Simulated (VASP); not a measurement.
Band structure of ZnSe (relaxed from the layer:h-BN structure). All values below come from r2SCAN meta-GGA, VASP's PBE PAW potentials (set 64) (plane waves; VASP 6.6.1).

The cell holds a wide vacuum, so values per volume refer to the whole cell.

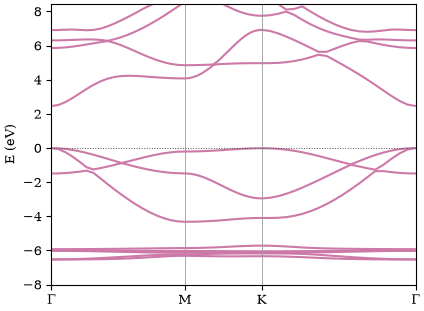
Figure. Bands along high-symmetry lines, zero at the valence-band maximum or, without a gap, the Fermi level

### Question
Read the plot: is there a gap, and where are the band edges?

### Answer
The gap is direct, 2.46 eV, from the valence maximum at Γ to the conduction minimum at Γ.

The cell is a sheet with vacuum, built from a generated structure.
